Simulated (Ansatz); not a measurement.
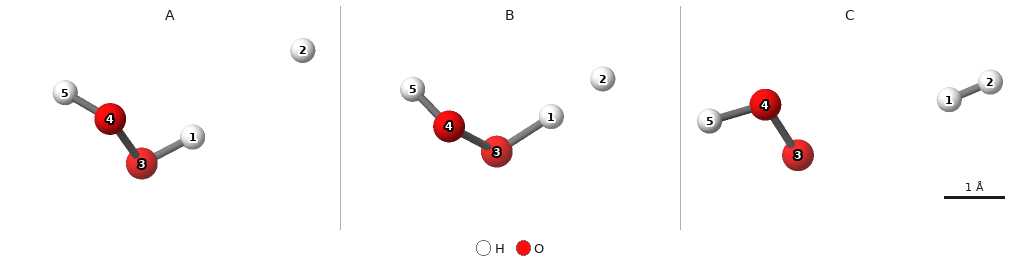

Three geometries of H₃O₂ (multiplicity 2): a saddle point and the two minima that it joins, in shuffled order. A ball-and-stick model, seen at a tilt. Sticks join atoms that are closer than about 1.2 times the sum of their covalent radii (a little more with hydrogen).

Stationary points at PBE0-D4/def2-TZVP, single-point energies with CCSD(T)/CBS (def2-TZVPP where no basis is named; Ansatz 0.2.0). The energies are electronic, without zero-point or thermal terms, and both ends are the minima reached downhill from the saddle, with any fragments still in contact. CCSD(T)/CBS stands for a frozen-core estimate: MP2 correlation extrapolated from def2-TZVPP and def2-QZVPP, CCSD(T) minus MP2 from the smaller set.

### Which frame is the transition state, what reaction does it lead through, and what barrier is to be expected?

Frame B is the saddle point. Counted by bonded pieces, C holds HO₂ + H₂ and A holds H + H₂O₂. From C over the saddle to A, a bond forms: H1–O3 (2.69 → 1.08 → 0.97 Å). A bond breaks: H1–H2 (0.75 → 1.07 → 2.37 Å). The saddle has one imaginary mode, 1506i cm⁻¹. With CCSD(T)/CBS the barrier is 24.4 kcal/mol from C and 9.2 kcal/mol from A, and A lies 15.2 kcal/mol above C.
